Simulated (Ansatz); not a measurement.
## K2NaInP2 (space group Ibam): energy against volume

K₂NaInP₂ (space group Ibam)

Space group Ibam (No. 72); a = 6.591 Å, b = 14.851 Å, c = 6.582 Å, α = 90.00°, β = 90.00°, γ = 90.00°

```tsv
atom	site	symmetry	x	y	z
K	8j	..m	0.2588	0.3232	0.0000
Na	4a	222	0.0000	0.0000	0.2500
In	4b	222	0.0000	0.5000	0.2500
P	8j	..m	0.2848	0.0999	0.0000
```
(The calculation used a cell of 12 atoms; values per cell refer to that cell.)

Equation-of-state scan: isotropic scaling of the cell above, V₀ being its volume. The atoms relax within the cell's symmetry.

Method: PBEsol (plane waves to 420 eV, PAW, scalar-relativistic; Ansatz, an electronic-structure program). k mesh 6×6×6 (Γ-centred), Fermi-Dirac smearing 0.05 eV. E stands for the smeared free energy. With the shape held, the modulus is that of even scaling; a crystal free to change shape is softer. K2NaInP2 was relaxed with its symmetry unable to fall. ΔE is measured from the relaxed starting cell.

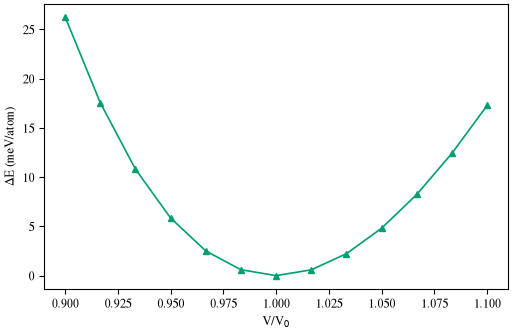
Fig. 1. ΔE (meV/atom) against V/V₀; one marker a computed point.

The pressure for 5 % compression (fit) is 1.5 GPa and the energy cost of the largest expansion comes out as 17.3 meV/atom. The bulk modulus at fixed cell shape B₀ (third-order Birch-Murnaghan fit) is 25.2 GPa. The pressure derivative B₀′ (fit) comes out as 5.4. The energy cost of the largest compression comes out as 26.3 meV/atom.

P = (3B₀/2)(x⁷ − x⁵)[1 + ¾(B₀′ − 4)(x² − 1)] with x = (1/0.95)^(1/3), B₀ = 25.2 GPa and B₀′ = 5.39.

(A scan under strain: stresses follow from slopes of the energy per volume, elastic moduli from its curvatures.)
